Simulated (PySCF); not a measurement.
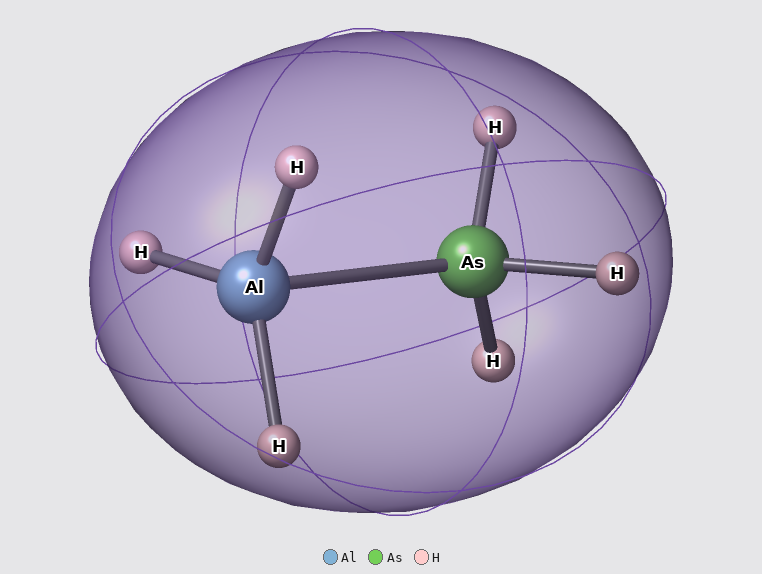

The ellipsoid shows the static dipole polarisability: its half-axes are proportional to the principal values. The geometry was computed by an optimisation with PBE0-D3(BJ)/def2-SVP. No frequency run is at hand to confirm it as a minimum. Level of theory: ωB97X-D/def2-SVPD (PySCF 2.14.0).

### Give the principal values, the mean and the anisotropy.

Principal values 62.9, 63.0, 82.6 bohr³; mean 69.5 bohr³ (10.30 Å³); anisotropy 19.7 bohr³, so the longest axis is 1.31 times the shortest.
